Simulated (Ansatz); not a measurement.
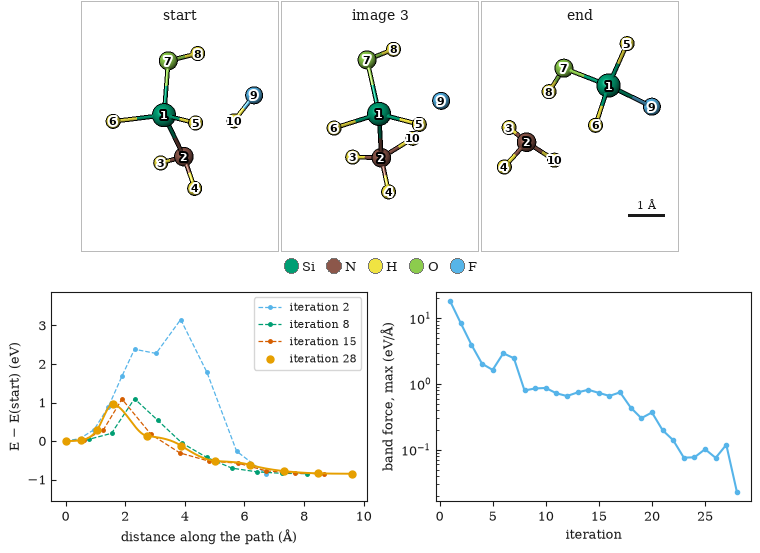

A search for the minimum-energy path of SiNH₆OF by the nudged elastic band. Images are numbered from 0 (start) to 10 (end). The plot follows the band through its iterations. The picture is a ball-and-stick view, seen from a free direction.

Theory: RHF/cc-pVDZ in Ansatz 0.2.0. Run with 9 movable images; climbing image; force threshold 0.05 eV/Å; iteration limit 60; starting path through a guess of the saddle point.

> Judge this run.

The result is final at these settings. The band converged in 28 iterations. The largest component of the band force went from 18 to 0.023 eV/Å. The climbing image converged on the top of the path. Its vibrational analysis gives one imaginary mode (490i cm⁻¹), as a transition state must have. The first iteration put the highest image at 8.77 eV. The highest point, image 3, lies 0.95 eV above the start and 1.80 eV above the end; the end is at −0.85 eV relative to the start.

Cost: 6.9 min on 1 thread of Arm Neoverse V1, with other jobs on the host, peak memory 0.17 GiB.
